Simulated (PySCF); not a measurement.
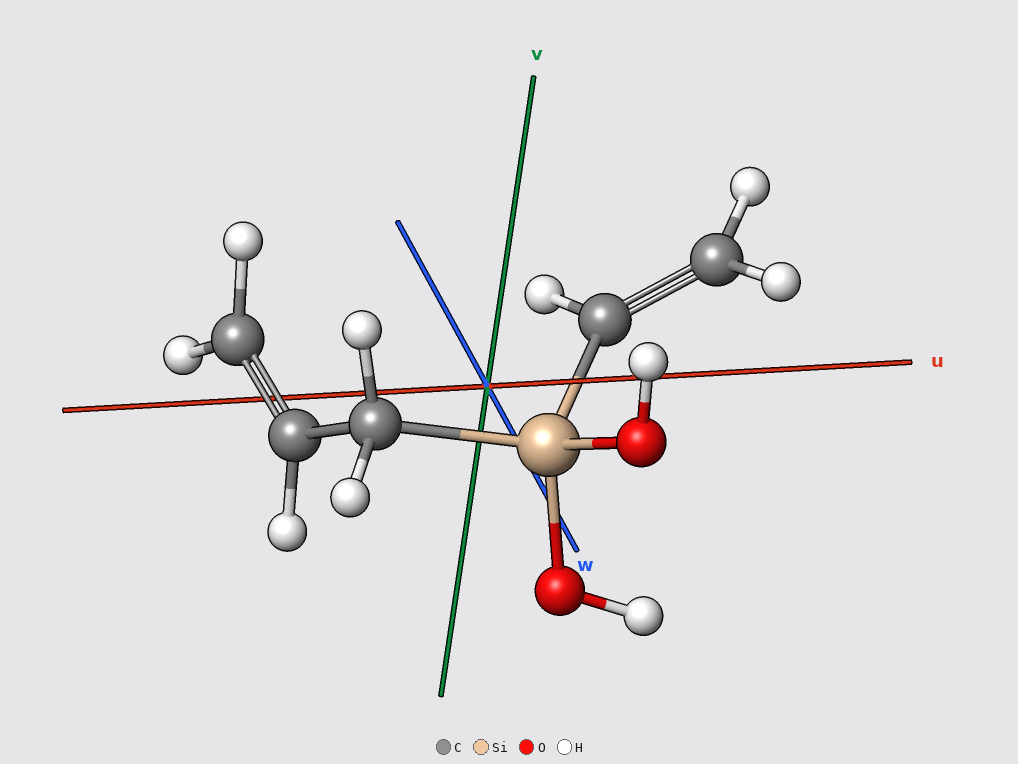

The lines u, v and w are the principal axes of the static dipole polarisability. Computed geometry: PBE0-D3(BJ)/def2-SVP optimisation. No frequency run is at hand to confirm it as a minimum. Method: B3LYP/def2-SVPD (PySCF 2.14.0).

Question. Along which axis is the molecule most polarisable, and along which least?

Answer. Most along u, least along w.

Question. Give the three principal values.

Answer. u 110.3, v 95.7, w 77.1 bohr³; mean 94.4, anisotropy 28.8 bohr³.
